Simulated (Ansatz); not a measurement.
# One shape, several levels: doublet [S2]+

Aim: a comparison of 6 runs (U-r2SCAN/cc-pVTZ, UB2PLYP/cc-pVTZ, UHSE06/cc-pVTZ, UPBE-QIDH/cc-pVTZ, UPBE/cc-pVTZ, UPBE0/cc-pVTZ) of doublet [S2]+. 

The results are computed with Ansatz 0.2.0.

18 further runs of the same task are left out: 1 that didn't finish, 17 set aside as unsound or not needed.

### Step 1. Starting point

The species is [S2]+ (2 atoms), meant as a doublet with charge +1. As SMILES of the parent species, `S=S`. The bond length is the one measured for the parent species. That shape belongs to the parent species and isn't relaxed for this state.

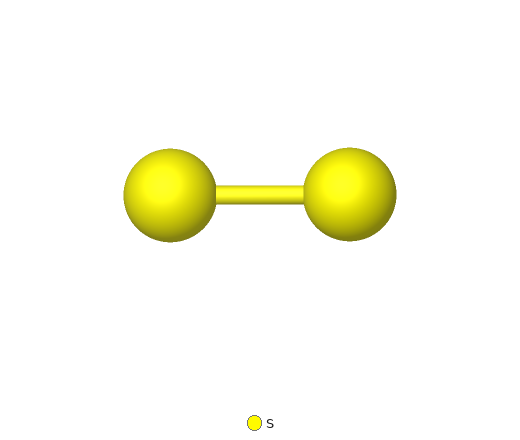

The structure, seen from a chosen angle (sulfur yellow).

### Step 2. The energy at U-r2SCAN/cc-pVTZ (run 1)

molecule.yaml reads:

```yaml
crystal:
  periodic: [false, false, false]
  atoms:
    - symbol: S
      position_ang: [0.000000, 0.000000, 0.000000]
    - symbol: S
      position_ang: [0.000000, 0.000000, 1.889200]
basis:
  gaussian: {orbitals: cc-pVTZ}
total_charge: 1
magnetization: {spin_polarized: true, initial_magnetization: 1}
hamiltonian: {xc: {name: r2SCAN}}
accuracy: high
output: {orbitals: {seedname: orbitals}}
```

On the command line:

```sh
ansatz run molecule.yaml --threads 1 --pin off --max-ram 3480MiB --events-out events.jsonl --progress --plain --runs-dir runs
```

Log:

```text
Warning: RAYON_NUM_THREADS=1 ignored (pool sized by the plan → 1); use --threads N
Functional definition: r2SCAN
  name "r2SCAN"
  parameter k0 = 0.174
  parameter k1 = 0.065
  parameter a1 = 4.9479
  exchange = r2scan_x(k0 = k0, k1 = k1, a1 = a1)
  correlation = r2scan_c
939 factors; integrals over basis functions are off by at most 3.5e-9 eV
mean field evaluation 1: about -21658.6947 eV, gradient 1.7e1 eV
mean field evaluation 2: about -21658.9152 eV, gradient 1.5e1 eV
mean field evaluation 4: about -21660.1638 eV, gradient 3.1e-1 eV
mean field evaluation 8: about -21660.1543 eV, gradient 5.0e-3 eV
mean field evaluation 16: about -21660.1544 eV, gradient 3.5e-6 eV
mean field evaluation 32: about -21660.1544 eV, gradient 1.6e-7 eV
mean field -21660.15435018 eV, -795.9959905893 hartree, gradient 9.8e-9 eV, S^2 0.755663; 2 other end points of the search recorded, 0 dependent functions left out
reference -21660.15435174 eV, -795.9959906466 hartree; 16, 15 occupied and 52, 53 virtual orbitals, 939 factors
Total energy: -21660.15435174 eV, -795.9959906466 hartree
```

Run time: 6.9 s. Hardware: 1 thread of Intel Xeon Platinum 8488C (Sapphire Rapids), shared host; peak memory 0.22 GiB.

### Step 3. A single-point energy at UB2PLYP/cc-pVTZ (run 2)

job.yaml reads:

```yaml
crystal:
  periodic: [false, false, false]
  atoms:
    - symbol: S
      position_ang: [0.000000, 0.000000, 0.000000]
    - symbol: S
      position_ang: [0.000000, 0.000000, 1.889200]
basis:
  gaussian: {orbitals: cc-pVTZ}
hamiltonian: {xc: {name: B2PLYP}}
magnetization: {spin_polarized: true, initial_magnetization: 1}
accuracy: high
output: {orbitals: {seedname: orbitals}}
total_charge: 1
correlation: {frozen_orbitals: {S: 5}}
```

On the command line:

```sh
ansatz run job.yaml --threads 1 --pin off --max-ram 3480MiB --events-out events.jsonl --progress --plain --runs-dir runs
```

Log, shortened:

```text
Warning: RAYON_NUM_THREADS=1 ignored (pool sized by the plan → 1); use --threads N
Functional definition: B2PLYP
  name "B2PLYP"
[...]
939 factors; integrals over basis functions are off by at most 3.5e-9 eV
[...]
mean field -21651.98353438 eV, -795.6957186469 hartree, gradient 4.0e-8 eV, S^2 0.927552; 6 other end points of the search recorded, 0 dependent functions left out
10 core orbitals not correlated: weight in the atoms' cores, before any rotation towards them, 1.000 or more for the frozen orbitals, at most 0.000 for the correlated occupied ones
reference -21651.98355146 eV, -795.6957192746 hartree; 6, 5 occupied and 52, 53 virtual orbitals, 939 factors
second order -10.77544289 eV of doubles, -0.00000000 eV of singles
Total energy: -21654.89292104 eV, -795.8026366346 hartree
```

Wall time 11 s (1 thread of Intel Xeon Platinum 8488C (Sapphire Rapids), shared host); peak memory 0.2 GiB.

### Step 4. A single-point energy at UHSE06/cc-pVTZ (run 3)

molecule.yaml reads:

```yaml
crystal:
  periodic: [false, false, false]
  atoms:
    - {symbol: S, position_ang: [0.000000, 0.000000, 0.000000]}
    - {symbol: S, position_ang: [0.000000, 0.000000, 1.889200]}
basis:
  gaussian:
    orbitals: cc-pVTZ
total_charge: 1
magnetization:
  spin_polarized: true
  initial_magnetization: 1
hamiltonian:
  xc: hse06
accuracy: high
output: {orbitals: {seedname: orbitals}}
```

On the command line:

```sh
ansatz run molecule.yaml --threads 1 --pin off --max-ram 3480MiB --events-out events.jsonl --progress --plain --runs-dir runs
```

Log:

```text
Warning: RAYON_NUM_THREADS=1 ignored (pool sized by the plan → 1); use --threads N
Functional definition: HSE06
  name "HSE06"
  parameter a = 0.25
  parameter omega = 0.11/bohr
  exchange = pbe_x - a*pbe_x_sr(omega) + a*exact_x_sr(omega)
  correlation = pbe_c
939 factors; integrals over basis functions are off by at most 3.5e-9 eV
66 factors; integrals over basis functions are off by at most 1.5e-9 eV
mean field evaluation 1: about -21652.2985 eV, gradient 1.5e1 eV
mean field evaluation 2: about -21652.6524 eV, gradient 1.3e1 eV
mean field evaluation 4: about -21653.5023 eV, gradient 2.5e-1 eV
mean field evaluation 8: about -21653.6302 eV, gradient 8.9e-3 eV
mean field evaluation 16: about -21653.6302 eV, gradient 8.2e-7 eV
mean field evaluation 32: about -21653.6302 eV, gradient 1.3e-8 eV
mean field -21653.63018177 eV, -795.7562318225 hartree, gradient 1.2e-8 eV, S^2 0.755760; 2 other end points of the search recorded, 0 dependent functions left out
reference -21653.63018389 eV, -795.7562319004 hartree; 16, 15 occupied and 52, 53 virtual orbitals, 939 factors
Total energy: -21653.63018389 eV, -795.7562319004 hartree
```

Run time: 5.7 s. Hardware: 1 thread of Intel Xeon Platinum 8488C (Sapphire Rapids), shared host; peak memory 0.2 GiB.

Runs 4 to 5 aren't shown in full; the table further down has their settings and results.

### Step 5. The energy at UPBE0/cc-pVTZ (run 6)

in.yaml reads:

```yaml
crystal:
  periodic: [false, false, false]
  atoms:
    - {symbol: S, position_ang: [0.000000, 0.000000, 0.000000]}
    - {symbol: S, position_ang: [0.000000, 0.000000, 1.889200]}
basis:
  gaussian: {orbitals: cc-pVTZ}
total_charge: 1
magnetization: {spin_polarized: true, initial_magnetization: 1}
hamiltonian: {xc: {name: PBE0}}
accuracy: high
output: {orbitals: {seedname: orbitals}}
```

On the command line:

```sh
ansatz run in.yaml --threads 1 --pin off --max-ram 3480MiB --events-out events.jsonl --progress --plain --runs-dir runs
```

Log:

```text
Warning: RAYON_NUM_THREADS=1 ignored (pool sized by the plan → 1); use --threads N
Functional definition: PBE0
  name "PBE0"
[... 1 set-up line as earlier in the session ...]
  parameter kappa = 0.804
  parameter beta = 0.06672455060314922
  exchange = (1 - a)*pbe_x(kappa = kappa, mu = beta*pi^2/3) + a*exact_x
  correlation = pbe_c(beta = beta)
939 factors; integrals over basis functions are off by at most 3.5e-9 eV
mean field evaluation 1: about -21652.9036 eV, gradient 1.4e1 eV
mean field evaluation 2: about -21653.3154 eV, gradient 1.0e1 eV
mean field evaluation 4: about -21653.8794 eV, gradient 7.4e-1 eV
mean field evaluation 8: about -21654.0109 eV, gradient 3.2e-2 eV
mean field evaluation 16: about -21654.0109 eV, gradient 1.3e-6 eV
mean field -21654.01091190 eV, -795.7702233967 hartree, gradient 3.4e-8 eV, S^2 0.755859; 1 other end points of the search recorded, 0 dependent functions left out
reference -21654.01091349 eV, -795.7702234551 hartree; 16, 15 occupied and 52, 53 virtual orbitals, 939 factors
Total energy: -21654.01091349 eV, -795.7702234551 hartree
```

Wall time 3.9 s (1 thread of Intel Xeon Platinum 8488C (Sapphire Rapids), shared host); peak memory 0.2 GiB.

### Step 6. Overview of the runs

```csv
run,level,frozen core orbitals,energy (Eh),HOMO energy (eV),LUMO energy (eV),⟨S²⟩,wall time
1,U-r2SCAN/cc-pVTZ,–,-795.995991,-13.61,-13.23,0.756,6.9 s
2,UB2PLYP/cc-pVTZ,10,-795.802637,-15.81,-10.74,0.928,11 s
3,UHSE06/cc-pVTZ,–,-795.756232,-14.24,-12.72,0.756,5.7 s
4,UPBE-QIDH/cc-pVTZ,10,-795.586311,-16.78,-9.86,1.129,9.3 s
5,UPBE/cc-pVTZ,–,-795.720159,-13.26,-13.19,0.753,3.6 s
6,UPBE0/cc-pVTZ,–,-795.770223,-14.65,-12.33,0.756,3.9 s
```

### Step 7. What came out

```
                                 quantity          value
                      run 6: total energy  -795.77022 Eh
run 6: HOMO energy (highest over α and β)      -14.65 eV
 run 6: LUMO energy (lowest over α and β)      -12.33 eV
                              run 6: ⟨S²⟩          0.756
```

**Reading.** Totals of different functionals can't be ranked against each other. Spin contamination of the reference: run 4 ⟨S²⟩ = 1.13, run 2 ⟨S²⟩ = 0.93. All runs together took 40 s, the longest 11 s.
